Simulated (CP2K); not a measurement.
# GaCl (SMILES [Cl][Ga]): SCS-MP2/ccGRB-D (core potential, ngrids 4)

What is the energy change on altering one bond length of GaCl at SCS-MP2/ccGRB-D (core potential, ngrids 4)? 

The results are computed with CP2K 2026.2.

4 further runs of the same task are left out: 2 that didn't finish, 2 set aside as unsound or not needed.

## 1. Starting point

The species is GaCl (2 atoms), meant as a singlet with charge 0. SMILES: `[Cl][Ga]`. The coordinates come from a PBE0-D4/def2-TZVP relaxation.

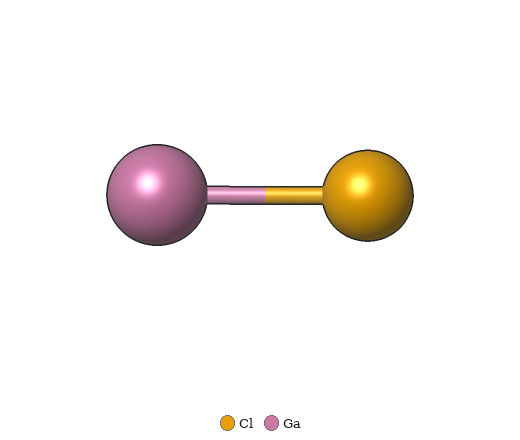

Viewed from a chosen angle; chlorine amber, gallium pink.

## 2. A single-point energy at SCS-MP2/ccGRB-D (core potential, ngrids 4)

Input file mol.inp:

```
&GLOBAL
  PROJECT_NAME mol
  RUN_TYPE ENERGY
  PRINT_LEVEL MEDIUM
&END GLOBAL

&FORCE_EVAL
  METHOD Quickstep
  &DFT
    BASIS_SET_FILE_NAME BASIS_ccGRB_UZH
    POTENTIAL_FILE_NAME POTENTIAL_UZH
    # Quickstep
    &QS
      METHOD GPW
      EPS_DEFAULT 1.0E-10
    &END QS
    &MGRID
      CUTOFF 350
      REL_CUTOFF 40
      NGRIDS 4
    &END MGRID
    # cluster boundary conditions
    &POISSON
      PERIODIC NONE
      POISSON_SOLVER MULTIPOLE
    &END POISSON
    &SCF
      SCF_GUESS ATOMIC
      EPS_SCF 1.0E-06
      MAX_SCF 40
      &OT
        MINIMIZER DIIS
        PRECONDITIONER FULL_ALL
      &END OT
      &OUTER_SCF
        EPS_SCF 1.0E-06
        MAX_SCF 8
      &END OUTER_SCF
    &END SCF
    # functional
    &XC
      &XC_FUNCTIONAL NONE
      &END XC_FUNCTIONAL
      # exact exchange
      &HF
        FRACTION 1
        &SCREENING
          EPS_SCHWARZ 1.0E-09
        &END SCREENING
        &MEMORY
          MAX_MEMORY 1050
        &END MEMORY
      &END HF
      # correlation from orbitals
      &WF_CORRELATION
        &MP2
          METHOD DIRECT_CANONICAL
        &END MP2
        SCALE_S 1.2
        SCALE_T 0.333333
        MEMORY 900
      &END WF_CORRELATION
    &END XC
    &PRINT
      &MOMENTS
        PERIODIC F
        REFERENCE COM
        MAX_MOMENT 1
      &END MOMENTS
      &MO_CUBES
        NLUMO 1
        NHOMO -1
        WRITE_CUBE F
      &END MO_CUBES
      &HIRSHFELD OFF
      &END HIRSHFELD
    &END PRINT
  &END DFT
  &SUBSYS
    # vacuum box
    &CELL
      ABC 7 7 9.2
      PERIODIC NONE
    &END CELL
    &COORD
      Cl     0.000000     0.000000    -0.023560
      Ga     0.000000     0.000000     2.192160
    &END COORD
    &TOPOLOGY
      &CENTER_COORDINATES
      &END CENTER_COORDINATES
    &END TOPOLOGY
    &KIND Cl
      BASIS_SET ccGRB-D-q7
      POTENTIAL GTH-PBE0-q7
    &END KIND
    &KIND Ga
      BASIS_SET ccGRB-D-q13
      POTENTIAL GTH-PBE0-q13
    &END KIND
  &END SUBSYS
&END FORCE_EVAL
```

The run is started by

```bash
$ OMP_NUM_THREADS=1 cp2k.psmp mol.inp > mol.out
```

Standard output (excerpt; [...] marks lines left out):

```text
CP2K| version string:                                       CP2K version 2026.2
[...]
 GLOBAL| Method name                                                        CP2K
[...]
 GLOBAL| Run type                                                         ENERGY
[...]
 DFT| Spin restricted Kohn-Sham (RKS) calculation                            RKS
 DFT| Multiplicity                                                             1
[...]
 DFT| Charge                                                                   0
[...]
 QS| Method:                                                                 GPW
[...]
 QS| Density cutoff [a.u.]:                                                175.0
[...]
 QS| Relative density cutoff [a.u.]:                                        20.0
[...]
                             - Atoms:                                          2
[...]
                             - Spherical basis functions:                     31
[...]
 Number of electrons:                                                         20
[...]
     1 OT DIIS     0.15E+00    1.3     0.22996456       -86.8562481407 -8.69E+01
[...]
    16 OT DIIS     0.15E+00    0.1     0.00000077       -88.0645963653 -1.16E-10
  *** SCF run converged in    16 steps ***
[...]
  Overlap energy of the core charge distribution:               0.00000000129576
  Self energy of the core charge distribution:               -131.03872137333872
  Core Hamiltonian energy:                                     36.08465212540149
  Hartree energy:                                              17.23503985263780
  Exchange-correlation energy:                                  0.00000000000000
  Hartree-Fock Exchange energy:                               -10.34556697131573
  Total energy:                                               -88.06459636531939
[...]
                     Mulliken Population Analysis
 #  Atom  Element  Kind  Atomic population                           Net charge
       1     Cl       1          7.396113                             -0.396113
       2     Ga       2         12.603887                              0.396113
 # Total charge                             20.000000                 -0.000000
[...]
  Dipole moment [Debye]
    X=  0.6327833E-05 Y= -0.3869637E-05 Z=  0.2441790E+01  Total=      2.4417902
[...]
 HOMO - LUMO gap [eV] :   10.745055
[...]
 ENERGY| Total FORCE_EVAL ( QS ) energy [hartree]            -88.258796951665659
[...]
```

It took 5.1 s on 1 thread of Arm Neoverse V1, shared host; peak memory 0.35 GiB.

## 3. The distorted shape, same level

Input file mol.inp:

```
&GLOBAL
 PROJECT mol
 RUN_TYPE ENERGY
 PRINT_LEVEL MEDIUM
&END
&FORCE_EVAL
 METHOD QUICKSTEP
 &DFT
  BASIS_SET_FILE_NAME BASIS_ccGRB_UZH
  POTENTIAL_FILE_NAME POTENTIAL_UZH
  &QS
   METHOD GPW
   EPS_DEFAULT 1.0E-10
  &END
  # real-space grids
  &MGRID
   CUTOFF 350
   REL_CUTOFF 40
   NGRIDS 4
  &END
  # isolated system
  &POISSON
   PERIODIC NONE
   POISSON_SOLVER MULTIPOLE
  &END
  &SCF
   SCF_GUESS ATOMIC
   EPS_SCF 1.0E-06
   MAX_SCF 40
   &OT
    MINIMIZER DIIS
    PRECONDITIONER FULL_ALL
   &END
   &OUTER_SCF
    EPS_SCF 1.0E-06
    MAX_SCF 8
   &END
  &END
  # functional
  &XC
   &XC_FUNCTIONAL NONE
   &END
   # exact exchange
   &HF
    FRACTION 1
    &SCREENING
     EPS_SCHWARZ 1.0E-09
    &END
    &MEMORY
     MAX_MEMORY 1050
    &END
   &END
   # correlation from orbitals
   &WF_CORRELATION
    &MP2
     METHOD DIRECT_CANONICAL
    &END
    SCALE_S 1.2
    SCALE_T 0.333333
    MEMORY 900
   &END
  &END
  &PRINT
   &MOMENTS
    PERIODIC F
    REFERENCE COM
    MAX_MOMENT 1
   &END
   &MO_CUBES
    NLUMO 1
    NHOMO -1
    WRITE_CUBE F
   &END
   &HIRSHFELD OFF
   &END
  &END
 &END
 &SUBSYS
  # box in angstrom
  &CELL
   ABC 7 7 9
   PERIODIC NONE
  &END
  &COORD
   Cl     0.000000     0.000000     0.198060
   Ga     0.000000     0.000000     2.192160
  &END
  &TOPOLOGY
   &CENTER_COORDINATES
   &END
  &END
  &KIND Cl
   BASIS_SET ccGRB-D-q7
   POTENTIAL GTH-PBE0-q7
  &END
  &KIND Ga
   BASIS_SET ccGRB-D-q13
   POTENTIAL GTH-PBE0-q13
  &END
 &END
&END
```

The run is started by

```bash
$ OMP_NUM_THREADS=1 cp2k.psmp mol.inp > mol.out
```

Standard output (excerpt; [...] marks lines left out):

```text
CP2K| version string:                                       CP2K version 2026.2
[...]
 GLOBAL| Method name                                                        CP2K
[...]
 GLOBAL| Run type                                                         ENERGY
[...]
 DFT| Spin restricted Kohn-Sham (RKS) calculation                            RKS
 DFT| Multiplicity                                                             1
[...]
 DFT| Charge                                                                   0
[...]
 QS| Method:                                                                 GPW
[...]
 QS| Density cutoff [a.u.]:                                                175.0
[...]
 QS| Relative density cutoff [a.u.]:                                        20.0
[...]
                             - Atoms:                                          2
[...]
                             - Spherical basis functions:                     31
[...]
 Number of electrons:                                                         20
[...]
     1 OT DIIS     0.15E+00    1.3     0.20171481       -86.9481710521 -8.69E+01
[...]
    14 OT DIIS     0.15E+00    0.1     0.00000082       -88.0452393820 -3.44E-10
  *** SCF run converged in    14 steps ***
[...]
  Overlap energy of the core charge distribution:               0.00000009321944
  Self energy of the core charge distribution:               -131.03872137333872
  Core Hamiltonian energy:                                     36.24961693368279
  Hartree energy:                                              17.13448050241099
  Exchange-correlation energy:                                  0.00000000000000
  Hartree-Fock Exchange energy:                               -10.39061553796350
  Total energy:                                               -88.04523938198901
[...]
                     Mulliken Population Analysis
 #  Atom  Element  Kind  Atomic population                           Net charge
       1     Cl       1          7.263382                             -0.263382
       2     Ga       2         12.736618                              0.263382
 # Total charge                             20.000000                  0.000000
[...]
  Dipole moment [Debye]
    X= -0.3469216E-07 Y= -0.1353762E-04 Z=  0.4905265E+00  Total=      0.4905265
[...]
 HOMO - LUMO gap [eV] :   10.632630
[...]
 ENERGY| Total FORCE_EVAL ( QS ) energy [hartree]            -88.238752063744755
[...]
```

Wall time 4.8 s (1 thread of Arm Neoverse V1, shared host); peak memory 0.35 GiB.

## 4. What came out

Level: SCS-MP2/ccGRB-D (core potential, ngrids 4).

| quantity | value |
| --- | --- |
| first shape: total energy | -88.25880 Eh |
| first shape: dipole moment (of the density that the program reports) | 2.44 D |
| first shape: HOMO energy (Hartree–Fock orbitals) | -9.64 eV |
| first shape: LUMO energy (Hartree–Fock orbitals) | 1.10 eV |
| first shape: HOMO–LUMO gap (Hartree–Fock orbitals) | 10.75 eV |
| first shape: correlation energy | -194.2 mEh |
| distorted shape: total energy | -88.23875 Eh |
| distorted shape: dipole moment (of the density that the program reports) | 0.49 D |
| distorted shape: HOMO energy (Hartree–Fock orbitals) | -9.10 eV |
| distorted shape: LUMO energy (Hartree–Fock orbitals) | 1.53 eV |
| distorted shape: HOMO–LUMO gap (Hartree–Fock orbitals) | 10.63 eV |
| distorted shape: correlation energy | -193.5 mEh |
| energy change with the Cl1–Ga2 bond shortened from 2.216 to 1.994 Å | 0.545 eV |

In words: With the Cl1–Ga2 bond shortened from 2.216 to 1.994 Å the energy rises by 0.55 eV (52.6 kJ/mol). The first shape isn't relaxed at this level, so the change isn't measured from a minimum.
